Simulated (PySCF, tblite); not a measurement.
**C₅H₁₃NOSi₂: geometry, infrared bands and NMR shifts**

What infrared bands and NMR shifts should C₅H₁₃NOSi₂ (`C=NC[SiH2][Si@H](O)C1CC1`) show?

Programs: tblite 0.8.0 and PySCF 2.14.0, with density-fitted response routines of our own. Each step states its level of theory. These are calculated values for one molecule in the gas phase, unless marked as measured. Atoms are numbered from 0 throughout.

**1. The molecule as given**

22 atoms, charge 0, multiplicity 1; geometry from: force field or distance geometry start.

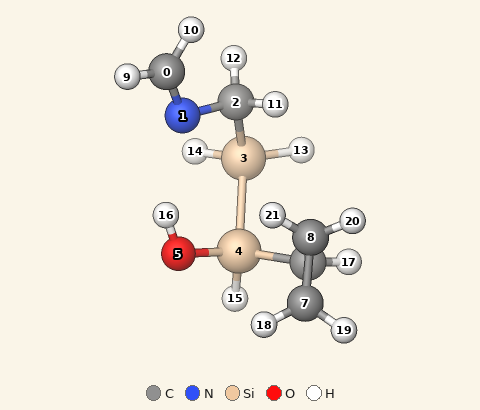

The starting geometry (carbon grey, nitrogen blue, silicon light orange, oxygen red, hydrogen white), atoms numbered.

**2. Relaxing the molecule with GFN2-xTB**

Job settings and geometry (Å):

```
{"job": {"kind": "relax", "xc": "GFN2-xTB", "basis": "xTB"}, "charge": 0, "multiplicity": 1}
C      3.208900    -0.481600     0.991200
N      2.253300    -0.004800     0.241700
C      1.749700    -0.994300    -0.715700
Si     0.722800    -0.105500    -2.033600
Si    -0.861500     1.161400    -0.859300
O     -0.069800     2.088800     0.267800
C     -2.097200    -0.003800    -0.064500
C     -2.819400     0.458700     1.179500
C     -1.765900    -0.616600     1.279900
H      3.664600     0.162900     1.758900
H      3.578200    -1.513800     0.914500
H      1.109500    -1.726700    -0.197000
H      2.553800    -1.525900    -1.203700
H      0.057800    -1.106900    -2.915900
H      1.588400     0.767400    -2.866300
H     -1.579800     2.064400    -1.791400
H      0.763300     1.692200     0.605300
H     -2.654100    -0.615800    -0.769300
H     -2.603400     1.428900     1.611300
H     -3.857000     0.158600     1.300800
H     -2.103700    -1.622400     1.476400
H     -0.849100    -0.350700     1.788700
```

Started as:

```bash
$ OMP_NUM_THREADS=1 python probes_run.py task.json out
```

This one command runs all jobs of the session in turn.

**Question.** This job is followed by: GFN2-xTB harmonic vibrations, gas phase; GIAO PBE0/pcSseg-1 NMR shielding, non-relativistic, gas phase. What will the session give for the following? strongest single infrared mode (GFN2-xTB); zero-point energy (GFN2-xTB); 13C shifts against TMS (PBE0/pcSseg-1); 1H shifts against TMS (PBE0/pcSseg-1); 15N shifts against NH3 (PBE0/pcSseg-1); 29Si shifts against TMS (PBE0/pcSseg-1); 17O shifts against H2O (PBE0/pcSseg-1); surface potential, least and greatest.

**Answer**, as computed:

| quantity | value |
| --- | --- |
| strongest single infrared mode (GFN2-xTB) | 2184 cm⁻¹, 476 km/mol |
| zero-point energy (GFN2-xTB) | 104.7 kcal/mol |
| 13C shifts against TMS (PBE0/pcSseg-1) | 154.7, 54.2, 3.3, 3.1, -0.4 ppm |
| 1H shifts against TMS (PBE0/pcSseg-1) | 7.62, 6.99, 5.61, 4.87, 4.06, 4.03, 3.71, 3.60, 1.03, 0.69, 0.66, 0.28, -0.41 ppm |
| 15N shifts against NH3 (PBE0/pcSseg-1) | 388.9 ppm |
| 29Si shifts against TMS (PBE0/pcSseg-1) | -17.8, -73.5 ppm |
| 17O shifts against H2O (PBE0/pcSseg-1) | 24.2 ppm |
| surface potential, least and greatest | -1.57 V and 1.10 V |

In words: The optimisation took 198 steps and gained 0.550 eV; among the close pairs (by a distance rule), C0–N1 changed most, from 1.305 to 1.256 Å. No mode is imaginary among the 60: a minimum at this level. The strongest single mode, at 2184 cm⁻¹, moves mainly H14. Unscaled tight-binding wavenumbers are off by several per cent, some by more. Its intensities can rank the bands wrongly. At PBE0/pcSseg-1: The largest span, 724 ppm, is at N1, where the paramagnetic term is -454 ppm. At PBE0/pcSseg-1, counted by nearest atom on the grid, the HOMO lies on Si3 19 %; Si4 12 %, the LUMO on C0 32 %; N1 31 %.
